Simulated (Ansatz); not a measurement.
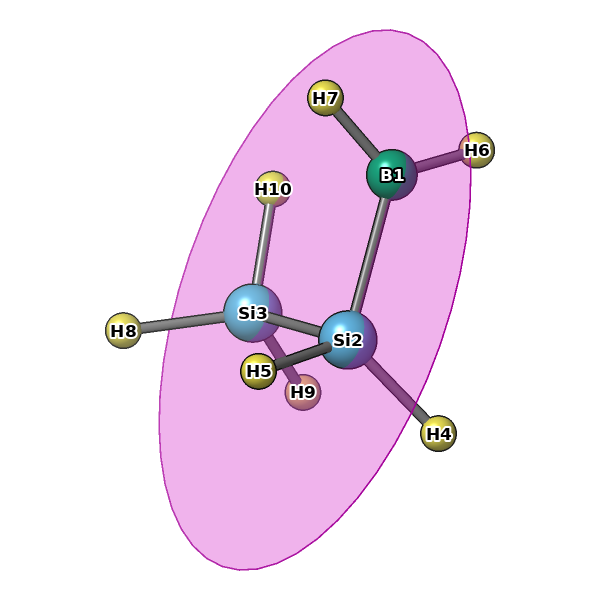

A disc through the centre of mass is drawn in. Depth is shown by fading: the farther an atom, the more it takes the colour of the background. The computed structure is the end point of a PBE0-D4/def2-TZVP optimisation. No frequency run is at hand to confirm it as a minimum.

> Is the plane of the disc a mirror plane of the structure?

Yes. The reflection leaves B1, Si2, Si3, H10 in place and moves H4 ↔ H5; H6 ↔ H7; H8 ↔ H9. The point group is Cs.
